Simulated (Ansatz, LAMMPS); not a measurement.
## Atom list for Glassy 73SiO2-27K2O (mol %) (90 atoms)

90 atoms (22 Si, 16 K, 52 O) placed at random at 2.4 g/cm³, melted at 4000 K for 10 ps at fixed volume with the Morse and Coulomb pair potential with partial charges (Pedone, Malavasi, Menziani, Cormack and Segre, J. Phys. Chem. B 110, 11780 (2006)). Quenched from 4000 K to 300 K at 50 K/ps and fixed volume, held 10 ps at zero pressure.

Calculated values (Ansatz 0.2.0, Kohn-Sham DFT, PBE, PAW (set soft_2), plane waves; cutoff 420 eV, Γ point, fermi-dirac smearing of 0.05 eV; density 2.38 g/cm³) for the geometry as built.

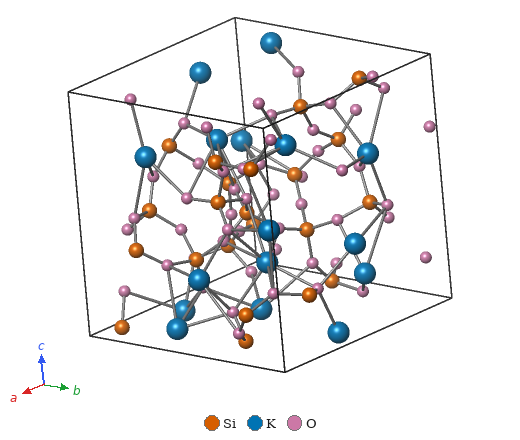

The structure (silicon orange, potassium blue, oxygen pink). Bonds to atoms that aren't drawn are left out.

Cell vectors (Å):

```
11.319 0.000 0.000
0.000 11.319 0.000
0.000 0.000 11.319
```

Positions (Å):

```
1 Si 9.488 7.523 0.321
2 Si 10.719 2.646 4.180
3 Si 11.127 10.211 9.193
4 Si 8.239 1.389 5.080
5 Si 0.980 0.888 2.161
6 Si 2.389 6.498 0.799
7 Si 8.940 6.119 6.385
8 Si 2.042 8.832 4.690
9 Si 8.506 10.626 2.625
10 Si 10.206 7.316 8.811
11 Si 6.201 1.059 7.415
12 Si 4.583 2.900 5.450
13 Si 11.240 9.253 2.322
14 Si 6.348 5.415 5.009
15 Si 10.161 0.896 0.174
16 Si 3.701 6.475 3.572
17 Si 3.863 6.903 9.394
18 Si 2.562 9.332 10.675
19 Si 8.026 3.708 3.087
20 Si 1.948 4.458 5.292
21 Si 1.536 6.843 7.156
22 Si 4.008 2.025 2.272
23 K 9.590 2.666 8.168
24 K 9.823 9.778 5.900
25 K 6.985 8.626 8.815
26 K 7.704 7.584 3.442
27 K 1.745 3.577 11.204
28 K 5.371 10.750 4.070
29 K 6.867 4.508 8.414
30 K 10.565 6.058 3.272
31 K 6.915 1.729 0.090
32 K 3.431 10.233 7.585
33 K 1.467 1.072 6.211
34 K 6.100 9.972 0.060
35 K 4.219 1.479 10.267
36 K 5.832 5.291 0.363
37 K 3.906 9.850 2.113
38 K 10.234 4.219 0.623
39 O 9.123 0.293 1.446
40 O 2.291 8.175 0.541
41 O 6.172 2.028 8.593
42 O 10.189 8.922 8.741
43 O 7.213 6.246 6.044
44 O 0.161 1.483 3.385
45 O 0.244 1.409 0.852
46 O 9.560 7.115 5.455
47 O 3.059 6.216 10.660
48 O 9.055 6.700 7.931
49 O 9.249 4.584 6.438
50 O 1.400 5.481 6.381
51 O 8.395 0.136 4.063
52 O 7.525 1.149 6.412
53 O 5.071 0.930 1.834
54 O 0.285 6.901 8.153
55 O 0.633 3.678 4.679
56 O 3.660 8.495 9.725
57 O 2.495 1.379 2.376
58 O 3.157 10.669 11.131
59 O 1.139 5.724 1.120
60 O 5.034 1.640 6.327
61 O 8.976 6.454 1.350
62 O 2.714 5.394 4.293
63 O 2.995 3.408 5.947
64 O 9.515 2.016 10.722
65 O 3.876 3.129 1.176
66 O 7.183 9.951 2.419
67 O 9.815 1.882 5.281
68 O 5.215 6.194 4.056
69 O 4.291 2.631 3.896
70 O 9.676 3.454 3.295
71 O 7.638 3.601 1.667
72 O 5.323 6.439 9.372
73 O 1.218 9.521 9.841
74 O 3.272 7.937 4.117
75 O 0.808 8.740 3.597
76 O 5.616 4.161 5.683
77 O 10.025 6.827 10.301
78 O 9.798 9.685 2.953
79 O 2.548 10.306 4.941
80 O 2.978 6.719 8.023
81 O 5.909 10.862 7.651
82 O 10.551 11.018 10.506
83 O 3.523 6.471 1.972
84 O 7.437 2.438 4.112
85 O 7.458 4.899 3.957
86 O 10.740 8.287 1.175
87 O 0.695 10.620 1.992
88 O 1.672 8.072 6.148
89 O 0.182 11.073 7.966
90 O 8.540 8.677 11.231
```

Predict the forces and charges.

Columns: atom, q, fx, fy, fz (forces in eV/Å, q the intrinsic-atomic-orbital charge in e).

```
1 1.61 -0.419 1.681 2.388
2 1.73 0.732 0.982 0.438
3 1.67 1.397 -1.048 2.671
4 1.70 1.016 1.832 -5.004
5 1.75 1.037 -1.319 0.026
6 1.66 1.056 4.188 -1.824
7 1.58 -1.674 -2.626 1.380
8 1.64 -0.898 0.297 0.821
9 1.67 4.140 2.415 -0.275
10 1.76 0.993 0.894 0.047
11 1.60 -0.589 -1.061 -2.190
12 1.71 -1.338 1.115 -0.893
13 1.73 -1.179 0.340 0.116
14 1.73 -0.047 -0.886 -1.040
15 1.67 -0.568 -3.539 2.238
16 1.75 -1.084 -0.803 0.573
17 1.65 -2.637 0.617 0.253
18 1.62 -1.276 -3.062 -0.008
19 1.68 0.439 -3.422 4.661
20 1.76 -0.755 -0.814 0.457
21 1.76 1.558 0.160 2.123
22 1.60 0.825 0.482 0.852
23 0.87 0.159 -0.306 -0.258
24 0.88 0.353 -0.323 0.038
25 0.86 0.334 -0.351 -0.286
26 0.87 0.421 0.232 -0.497
27 0.89 0.371 -0.066 0.010
28 0.87 0.797 0.979 1.347
29 0.87 -0.125 0.456 -0.435
30 0.86 0.657 0.254 0.250
31 0.85 0.814 0.360 0.610
32 0.88 -0.255 -0.461 -0.030
33 0.87 -0.094 -0.173 -0.328
34 0.86 0.627 -0.240 0.222
35 0.87 -0.532 -0.039 0.213
36 0.86 0.048 -0.115 0.714
37 0.88 -1.345 -0.200 -0.686
38 0.86 -0.703 0.395 0.028
39 -0.92 0.321 1.028 -1.307
40 -0.95 -0.107 0.813 1.005
41 -1.13 0.605 2.133 3.001
42 -0.93 -0.661 1.555 -0.297
43 -0.94 -0.789 1.129 1.105
44 -0.90 -0.497 0.036 1.431
45 -0.95 0.480 2.019 -1.087
46 -1.12 1.968 3.345 -3.250
47 -0.95 0.446 -2.353 -0.386
48 -0.94 -2.212 -0.103 0.390
49 -1.10 0.028 -1.150 0.456
50 -0.90 -0.823 -1.503 -0.022
51 -0.94 -0.163 -0.778 1.239
52 -0.91 0.091 -0.535 2.654
53 -1.16 0.425 -1.297 0.371
54 -0.89 1.064 -0.450 0.017
55 -0.89 -0.466 -0.677 0.030
56 -0.97 0.930 1.364 -0.363
57 -0.90 -1.150 -1.105 0.255
58 -1.12 1.748 1.952 0.703
59 -1.08 -2.575 -2.210 0.803
60 -0.92 -0.916 -0.237 -0.396
61 -1.15 -0.751 -1.676 0.848
62 -0.90 0.888 0.815 -2.134
63 -0.92 1.178 -1.054 0.641
64 -1.13 -1.959 3.552 -2.038
65 -1.15 0.152 1.911 -1.538
66 -1.12 -4.128 -2.115 -0.654
67 -0.92 0.439 -0.367 1.730
68 -0.90 1.059 0.373 0.320
69 -0.90 0.096 -0.867 -1.330
70 -0.93 0.135 1.520 -1.108
71 -1.06 -1.348 0.042 -5.066
72 -1.10 2.510 -0.716 -0.397
73 -0.92 -1.430 0.010 -1.389
74 -0.93 1.126 -0.047 -0.589
75 -0.90 0.228 -1.448 0.776
76 -0.90 -0.959 -0.774 1.041
77 -0.92 1.451 -2.233 -0.606
78 -0.95 -0.255 -0.587 1.599
79 -1.10 0.308 0.377 0.186
80 -0.91 -0.897 -0.173 -0.911
81 -1.12 -0.297 -1.693 0.562
82 -0.89 -0.078 -1.242 -0.961
83 -0.91 1.799 -0.370 0.786
84 -0.92 0.392 0.432 0.077
85 -0.93 -0.089 2.197 -0.130
86 -0.89 1.865 -0.481 -0.337
87 -0.90 1.349 0.416 -0.273
88 -0.90 -0.312 1.309 -1.074
89 -1.11 0.109 1.546 -1.946
90 -1.12 -2.582 1.541 -1.160
```

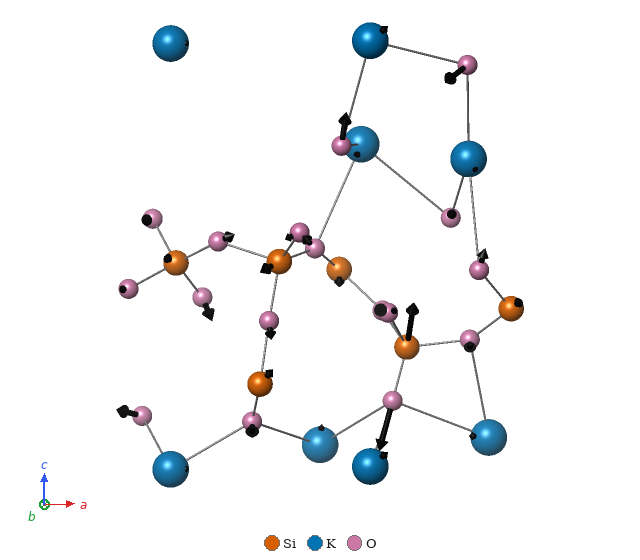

The forces as arrows, the longest 5.80 eV/Å. Drawn is a stretch of 10 Å of the 11 Å that the cell measures along a and a slice 4 Å thick, seen along the normal of the ac plane. Bonds to atoms that aren't drawn are left out.

The quench rate of 50 K/ps is many orders above laboratory rates, so the cell is likely richer in defects and strain than a real sample. The force components of 1.4 eV/Å r.m.s. hold both thermal displacement and the mismatch between the potential that made the cell and DFT. The network of bonds at the start is that of the classical potential that made the cell, and needn't be the one that DFT or experiment would give. Only the Γ point is sampled, in a cell whose shortest periodic width is 11 Å.

The r.m.s. force component is 1.37 eV/Å; the longest force, 5.80 eV/Å, acts on Si19.

[Logs are printed without paths, hosts, clocks, repeated set-up lines and the standing remarks that a program may print on its own settings, such as how far it seeks lower states.]

[Hosts, paths, dates, database ids (printed as entryN), source tags and the programs' standing remarks are cut or masked in the printed files.]
